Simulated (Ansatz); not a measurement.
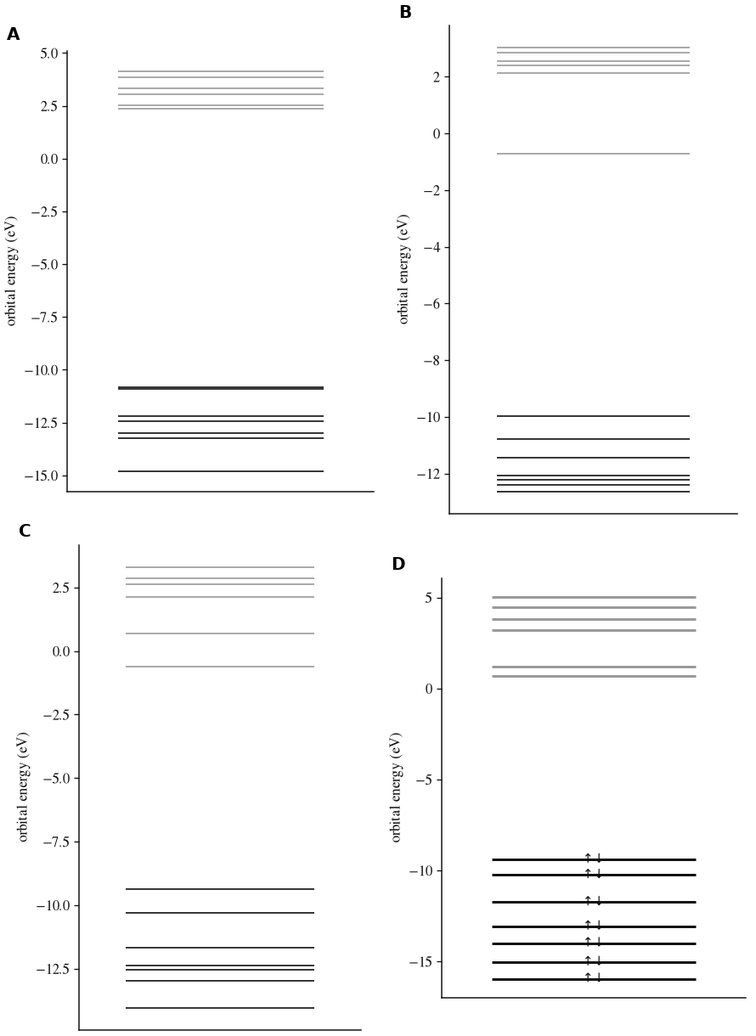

Kohn-Sham orbital energies near the frontier, ωB97X-V/def2-TZVPP with the Ansatz code 0.2.0, at a PBE0-D4/def2-TZVP geometry (no frequency check), isolated molecule; empty levels in grey, levels within 0.03 eV side by side.

Question: Which panel belongs to which molecule?
1. BSi₃H₉, SMILES [SiH3]B[SiH2][SiH3]
2. CH₇BGeOSi, SMILES B[Si@H]([GeH3])C=O, singlet
3. C₂H₆O₂Si, SMILES O=COC[SiH3]
4. C₂H₂FNSe, SMILES F[C@H]1N=C[Se]1

Answer: A: 3 (HOMO −10.81 eV, LUMO 2.35 eV)
B: 1 (HOMO −9.99 eV, LUMO −0.71 eV)
C: 2 (HOMO −9.36 eV, LUMO −0.62 eV)
D: 4 (HOMO −9.39 eV, LUMO 0.70 eV)

Limits of at least one run: empty levels above zero depend strongly on the basis; no scalar relativity up to krypton; one conformer of a flexible molecule; spin-orbit coupling is left out, and with Se it can shift these levels and split any degenerate set.
